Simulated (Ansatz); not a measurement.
Bands of a (6,6) HfO2 nanotube, along its axis.

Levels: PBE (plane waves to 420 eV, PAW; Ansatz, a first-principles code); Ansatz with PBE with spin-orbit coupling. Unmarked values and the geometry are of the first. Mesh 1×1×10. No spin polarisation, so a magnetic state wasn't tested. One-dimensional cell, images about 11 Å apart. A hypothetical model, rolled from the flat sheet. It keeps the symmetry and period of its start, so it need not be a minimum against all distortions. Values not marked SOC lack spin–orbit coupling.

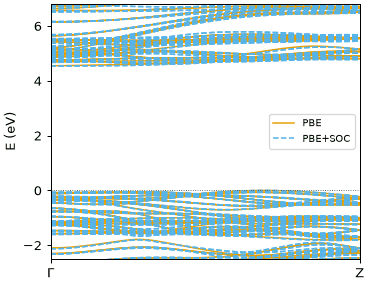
Figure. Bands from the zone centre to the zone edge (period 3.28 Å); the dotted line marks the highest filled level of each set

### Question
Is it a metal or a semiconductor at this level? Give what the bands show.

### Answer
An insulator in PBE.
```
Item                                                                  Value
----------------------------  ---------------------------------------------
PBE gap                       4.55 eV, indirect, from k = 0.344 × 2π/c to Γ
PBE+SOC gap at this geometry                                        4.54 eV
```
